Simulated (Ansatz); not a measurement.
# GeSiH3ClO (SMILES [SiH3][O][Ge][Cl]): revPBE/cc-pVDZ

Aim: the energy change on altering one bond length of GeSiH3ClO at revPBE/cc-pVDZ, from 2 runs. 

Program for the calculation: Ansatz 0.2.0.

125 further runs of the same task are left out: 125 set aside as unsound or not needed.

**1. The structure to begin with**

GeSiH3ClO: 7 atoms, total charge 0, spin state singlet. SMILES: `[SiH3][O][Ge][Cl]`. Geometry: relaxed at PBE0-D4/def2-TZVP. This is one conformer, not always the lowest.

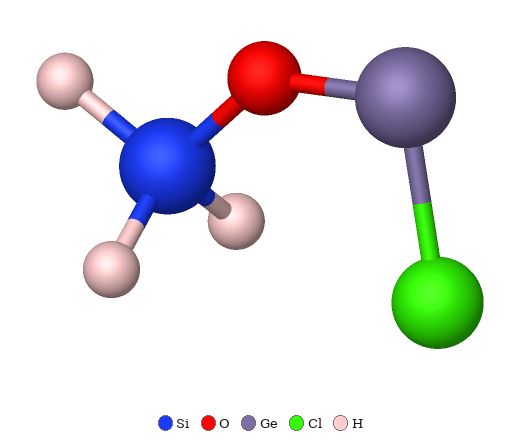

Viewed from a chosen angle; silicon blue, oxygen red, germanium purple, chlorine green, hydrogen pink.

**2. The energy at revPBE/cc-pVDZ**

The input, run.yaml:

```yaml
crystal:
  periodic: [false, false, false]
  atoms:
    - symbol: Si
      position_ang: [0.184400, 0.664200, -0.614200]
    - symbol: O
      position_ang: [0.434500, -0.959500, -0.413800]
    - symbol: Ge
      position_ang: [0.076600, -2.215900, 0.776900]
    - symbol: Cl
      position_ang: [-0.991800, -0.995100, 2.277600]
    - symbol: H
      position_ang: [0.795900, 1.045400, -1.911300]
    - symbol: H
      position_ang: [-1.268900, 0.965100, -0.643300]
    - symbol: H
      position_ang: [0.830700, 1.427800, 0.482400]
basis:
  gaussian:
    orbitals: cc-pVDZ
hamiltonian:
  xc: {name: revPBE}
accuracy: high
output:
  orbitals: {seedname: orbitals}
```

The run is started by

```console
$ ansatz run run.yaml --threads 1 --pin off --max-ram 3480MiB --events-out events.jsonl --progress --plain --runs-dir runs
```

Log:

```text
Warning: RAYON_NUM_THREADS=1 ignored (pool sized by the plan → 1); use --threads N
Functional definition: revPBE
  name "revPBE"
  parameter kappa = 1.245
  parameter beta = 0.06672455060314922
  exchange = pbe_x(kappa = kappa, mu = beta*pi^2/3)
  correlation = pbe_c(beta = beta)
2087 factors; integrals over basis functions are off by at most 4.4e-9 eV
mean field evaluation 1: about -79000.8101 eV, gradient 5.7e1 eV
mean field evaluation 2: about -78912.9451 eV, gradient 1.9e2 eV
mean field evaluation 4: about -79006.0598 eV, gradient 1.8e1 eV
mean field evaluation 8: about -79007.1446 eV, gradient 1.7e-1 eV
mean field evaluation 16: about -79007.1447 eV, gradient 2.6e-5 eV
mean field -79007.14465627 eV, -2903.4590131518 hartree, gradient 1.2e-8 eV, S^2 0.000000; 0 other end points of the search recorded, 0 dependent functions left out
reference -79007.14466036 eV, -2903.4590133022 hartree; 37, 37 occupied and 55, 55 virtual orbitals, 2087 factors
Total energy: -79007.14466036 eV, -2903.4590133022 hartree
```

Wall time 11 s (1 thread of Arm Neoverse V1, shared host); peak memory 0.25 GiB.

**3. The distorted shape**

The input, job.yaml:

```yaml
crystal:
  periodic: [false, false, false]
  atoms:
    - {symbol: Si, position_ang: [-0.549401, 0.206760, 0.942321]}
    - {symbol: O, position_ang: [-0.299301, -1.416940, 1.142721]}
    - {symbol: Ge, position_ang: [-0.657201, -2.673340, 2.333421]}
    - {symbol: Cl, position_ang: [-1.725601, -1.452540, 3.834121]}
    - {symbol: H, position_ang: [0.795900, 1.045400, -1.911300]}
    - {symbol: H, position_ang: [-2.002701, 0.507660, 0.913221]}
    - {symbol: H, position_ang: [0.096899, 0.970360, 2.038921]}
basis:
  gaussian:
    orbitals: cc-pVDZ
hamiltonian:
  xc: {name: revPBE}
accuracy: high
output:
  orbitals: {seedname: orbitals}
```

The run is started by

```console
$ ansatz run job.yaml --threads 1 --pin off --max-ram 3480MiB --events-out events.jsonl --progress --plain --runs-dir runs
```

Log (excerpt; [...] marks lines left out):

```text
Warning: RAYON_NUM_THREADS=1 ignored (pool sized by the plan → 1); use --threads N
[... 6 set-up lines as earlier in the session ...]
2039 factors; integrals over basis functions are off by at most 4.5e-9 eV
mean field evaluation 1: about -78995.9598 eV, gradient 5.8e1 eV
mean field evaluation 2: about -78926.8608 eV, gradient 1.7e2 eV
mean field evaluation 4: about -78996.8422 eV, gradient 2.7e1 eV
mean field evaluation 8: about -79003.1073 eV, gradient 3.0e0 eV
mean field evaluation 16: about -79003.1639 eV, gradient 2.4e-3 eV
mean field -79003.16385197 eV, -2903.3127212921 hartree, gradient 4.4e-8 eV, S^2 0.000000; 0 other end points of the search recorded, 0 dependent functions left out
reference -79003.16385649 eV, -2903.3127214581 hartree; 37, 37 occupied and 55, 55 virtual orbitals, 2039 factors
Total energy: -79003.16385649 eV, -2903.3127214581 hartree
```

Wall time 11 s (1 thread of Arm Neoverse V1, shared host); peak memory 0.24 GiB.

**4. Results**

At revPBE/cc-pVDZ:

| quantity | value |
| --- | --- |
| first shape: total energy | -2903.45901 Eh |
| first shape: HOMO energy | -6.88 eV |
| first shape: LUMO energy | -3.14 eV |
| first shape: HOMO–LUMO gap | 3.74 eV |
| distorted shape: total energy | -2903.31272 Eh |
| distorted shape: HOMO energy | -5.41 eV |
| distorted shape: LUMO energy | -4.03 eV |
| distorted shape: HOMO–LUMO gap | 1.39 eV |
| energy change with the Si1–H5 bond stretched from 1.484 to 3.264 Å | 3.981 eV |

In words: One bond (distorted shape) is far stretched, which a spin-restricted single reference describes badly; a broken-symmetry solution may lie lower. With the Si1–H5 bond stretched from 1.484 to 3.264 Å the energy rises by 3.98 eV (384 kJ/mol). The first shape isn't relaxed at this level, so the change isn't measured from a minimum. A restricted reference can't describe the breaking bond well at this length.
